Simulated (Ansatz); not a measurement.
**CH4ClFOSi (SMILES C[Si](O)(F)Cl) at BLYP/def2-SVP**

What is the vertical ionisation energy of CH4ClFOSi at BLYP/def2-SVP? 

The results are computed with Ansatz 0.2.0.

118 further runs of the same task are left out: 118 set aside as unsound or not needed.

### 1 The structure to begin with

The species is CH4ClFOSi (9 atoms), meant as a singlet with charge 0. SMILES: `C[Si](O)(F)Cl`. The shape is that of a PBE0-D4/def2-TZVP optimisation. This is one conformer, not always the lowest.

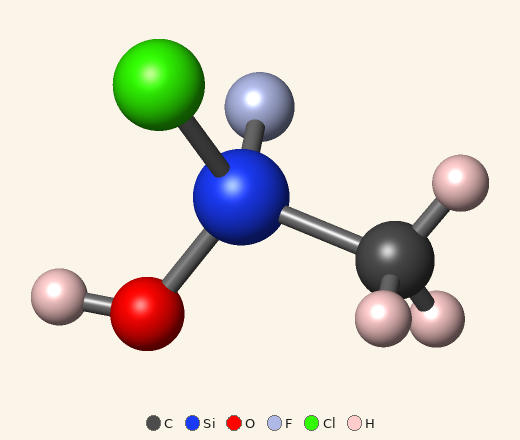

Viewed from a chosen angle; carbon dark grey, silicon blue, oxygen red, fluorine light blue, chlorine green, hydrogen pink.

### 2 A single-point energy at BLYP/def2-SVP

in.yaml reads:

```yaml
crystal:
  periodic: [false, false, false]
  atoms:
    - {symbol: C, position_ang: [-1.142400, -0.178600, 0.512200]}
    - {symbol: Si, position_ang: [0.561300, 0.218400, -0.038000]}
    - {symbol: O, position_ang: [1.048100, -0.886600, -1.122500]}
    - {symbol: F, position_ang: [1.553300, 0.230300, 1.206200]}
    - {symbol: Cl, position_ang: [0.689400, 2.097500, -0.845100]}
    - {symbol: H, position_ang: [-1.833600, -0.141900, -0.331500]}
    - {symbol: H, position_ang: [-1.476300, 0.534700, 1.267700]}
    - {symbol: H, position_ang: [-1.171800, -1.182300, 0.942400]}
    - {symbol: H, position_ang: [1.860700, -0.738000, -1.608600]}
basis:
  gaussian:
    orbitals: def2-SVP
output: {orbitals: {seedname: orbitals}}
hamiltonian:
  xc: {name: BLYP}
accuracy: high
```

The run is started by

```console
$ ansatz run in.yaml --threads 1 --pin off --max-ram 3480MiB --events-out events.jsonl --progress --plain --runs-dir runs
```

Standard output:

```text
Warning: RAYON_NUM_THREADS=1 ignored (pool sized by the plan → 1); use --threads N
Functional definition: BLYP
  name "BLYP"
  parameter beta = 0.0042
  parameter a = 0.04918
  parameter b = 0.132
  parameter c = 0.2533
  parameter d = 0.349
  exchange = b88_x(beta = beta)
  correlation = lyp_c(a = a, b = b, c = c, d = d)
2120 factors; integrals over basis functions are off by at most 8.4e-9 eV
mean field evaluation 1: about -26245.3508 eV, gradient 8.2e1 eV
mean field evaluation 2: about -26214.6964 eV, gradient 1.4e2 eV
mean field evaluation 4: about -26258.3613 eV, gradient 8.8e0 eV
mean field evaluation 8: about -26258.5037 eV, gradient 8.6e-1 eV
mean field evaluation 16: about -26258.5050 eV, gradient 1.8e-5 eV
mean field -26258.50501815 eV, -964.9822607630 hartree, gradient 1.4e-8 eV, S^2 0.000000; 0 other end points of the search recorded, 0 dependent functions left out
reference -26258.50507038 eV, -964.9822626823 hartree; 29, 29 occupied and 69, 69 virtual orbitals, 2120 factors
Total energy: -26258.50507038 eV, -964.9822626823 hartree
```

Run time: 6.6 s. Hardware: 1 thread of Arm Neoverse V2, shared host; peak memory 0.26 GiB.

### 3 The doublet cation, same level

in.yaml reads:

```yaml
crystal:
  periodic: [false, false, false]
  atoms:
    - symbol: C
      position_ang: [-1.142400, -0.178600, 0.512200]
    - symbol: Si
      position_ang: [0.561300, 0.218400, -0.038000]
    - symbol: O
      position_ang: [1.048100, -0.886600, -1.122500]
    - symbol: F
      position_ang: [1.553300, 0.230300, 1.206200]
    - symbol: Cl
      position_ang: [0.689400, 2.097500, -0.845100]
    - symbol: H
      position_ang: [-1.833600, -0.141900, -0.331500]
    - symbol: H
      position_ang: [-1.476300, 0.534700, 1.267700]
    - symbol: H
      position_ang: [-1.171800, -1.182300, 0.942400]
    - symbol: H
      position_ang: [1.860700, -0.738000, -1.608600]
basis:
  gaussian: {orbitals: def2-SVP}
total_charge: 1
magnetization: {spin_polarized: true, initial_magnetization: 1}
hamiltonian: {xc: {name: BLYP}}
accuracy: high
output: {orbitals: {seedname: orbitals}}
```

The run is started by

```console
$ ansatz run in.yaml --threads 1 --pin off --max-ram 3480MiB --events-out events.jsonl --progress --plain --runs-dir runs
```

Standard output:

```text
Warning: RAYON_NUM_THREADS=1 ignored (pool sized by the plan → 1); use --threads N
Functional definition: BLYP
  name "BLYP"
  parameter beta = 0.0042
  parameter a = 0.04918
  parameter b = 0.132
  parameter c = 0.2533
  parameter d = 0.349
  exchange = b88_x(beta = beta)
  correlation = lyp_c(a = a, b = b, c = c, d = d)
2120 factors; integrals over basis functions are off by at most 8.4e-9 eV
mean field evaluation 1: about -26222.4535 eV, gradient 7.9e1 eV
mean field evaluation 2: about -26103.3381 eV, gradient 1.7e2 eV
mean field evaluation 4: about -26241.9168 eV, gradient 3.6e1 eV
mean field evaluation 8: about -26247.6176 eV, gradient 5.9e0 eV
mean field evaluation 16: about -26247.8423 eV, gradient 1.7e-1 eV
mean field evaluation 32: about -26247.8425 eV, gradient 2.5e-8 eV
mean field evaluation 64: about -26247.7588 eV, gradient 2.0e-2 eV
mean field -26247.84250865 eV, -964.5904207661 hartree, gradient 2.5e-8 eV, S^2 0.751695; 8 other end points of the search recorded, 0 dependent functions left out
reference -26247.84255847 eV, -964.5904225972 hartree; 29, 28 occupied and 69, 70 virtual orbitals, 2120 factors
Total energy: -26247.84255847 eV, -964.5904225972 hartree
```

Wall time 24 s (1 thread of Arm Neoverse V2, shared host); peak memory 0.35 GiB.

### 4 Outcome

At BLYP/def2-SVP:

| quantity | value |
| --- | --- |
| singlet CH4ClFOSi: total energy | -964.98226 Eh |
| singlet CH4ClFOSi: HOMO energy | -7.24 eV |
| singlet CH4ClFOSi: LUMO energy | 0.33 eV |
| singlet CH4ClFOSi: HOMO–LUMO gap | 7.57 eV |
| doublet cation: total energy | -964.59042 Eh |
| doublet cation: HOMO energy (highest over α and β) | -14.00 eV |
| doublet cation: LUMO energy (lowest over α and β) | -13.91 eV |
| doublet cation: ⟨S²⟩ | 0.752 |
| vertical ionisation energy (to the doublet cation) | 10.663 eV |

**Reading.** The vertical ionisation energy comes to 10.66 eV (1029 kJ/mol). The negative HOMO energy of the first species, 7.24 eV, lies 3.42 eV below that difference.
